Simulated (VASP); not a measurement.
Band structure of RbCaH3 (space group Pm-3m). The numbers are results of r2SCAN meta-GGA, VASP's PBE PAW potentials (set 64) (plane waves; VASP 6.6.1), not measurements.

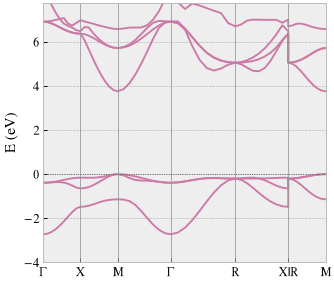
*Bands along high-symmetry lines, zero at the valence-band maximum or, without a gap, the Fermi level*

Task: Read the plot: is there a gap, and where are the band edges?

Result: The gap is direct, 3.76 eV, from the valence maximum at M to the conduction minimum at M.

The structure comes from a computed database's RbCaH3 entry (Pm-3m); how it stands against other phases isn't given here. It was relaxed first.
